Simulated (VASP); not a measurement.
Band structure of Pt$_{3}$Ti (L1_2). Method: MS2 meta-GGA, VASP's PBE PAW potentials (set 64) (plane waves; VASP).

Unless said otherwise, spin-orbit coupling is left out, though it shifts the bands of the heavy elements here.

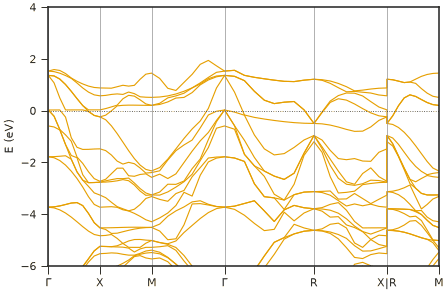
Bands along high-symmetry lines, zero at the valence-band maximum or, without a gap, the Fermi level

Question: Read the plot: is there a gap, and where are the band edges?

Answer: It has no gap at this level: it comes out as a metal or semimetal.

The compound is Pt3Ti in the L1_2 structure. It was relaxed first.
